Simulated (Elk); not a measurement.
Band structure of K3Al (Pm-3m, 4 atoms in the cell).

```
K3Al
1.0
    5.77187     0.00000     0.00000
    0.00000     5.77187     0.00000
    0.00000     0.00000     5.77187
K Al
3 1
Cartesian
  0.00000   2.88593   2.88593
  2.88593   0.00000   2.88593
  2.88593   2.88593   0.00000
  0.00000   0.00000   0.00000
```

Level of theory: Elk with PBEsol, all-electron FP-LAPW, Elk's shipped species files, APW+lo basis with extra local orbitals.

Settings: xctype = 22; rgkmax = 8; stype = 3; swidth = 0.00183747 Ha; ngridk = 5 5 5; gmaxvr = 16 1/bohr; nxlo = 2; lorbcnd = true; lmaxi = 2.

The starting cell comes from a database of computed structures (which also holds hypothetical and non-ambient phases and stackings), without a prior relaxation at this level. Values depend on the basis (sphere radii, cutoffs, local orbitals), which need not be converged.

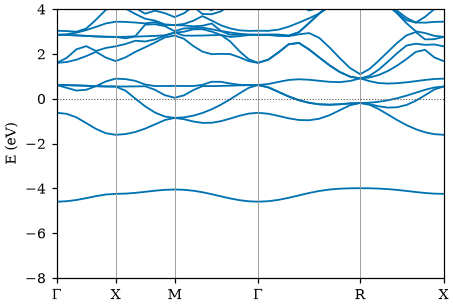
Figure: Bands along the path, energies from the Fermi level.

Levels in eV from the Fermi level, bands 15 to 22:
| point | 15 | 16 | 17 | 18 | 19 | 20 | 21 | 22 |
|---|---|---|---|---|---|---|---|---|
| Γ | -15.07 | -4.59 | -0.63 | 0.61 | 0.61 | 0.61 | 1.60 | 1.60 |
| X | -15.08 | -4.25 | -1.61 | 0.55 | 0.55 | 0.90 | 1.68 | 2.34 |
| M | -15.03 | -4.05 | -0.85 | -0.85 | 0.05 | 0.57 | 2.82 | 2.96 |
| R | -15.03 | -3.99 | -0.19 | -0.19 | -0.19 | 0.91 | 0.91 | 0.91 |

Bands cross the Fermi level along this path, so the cell is metallic at this level.
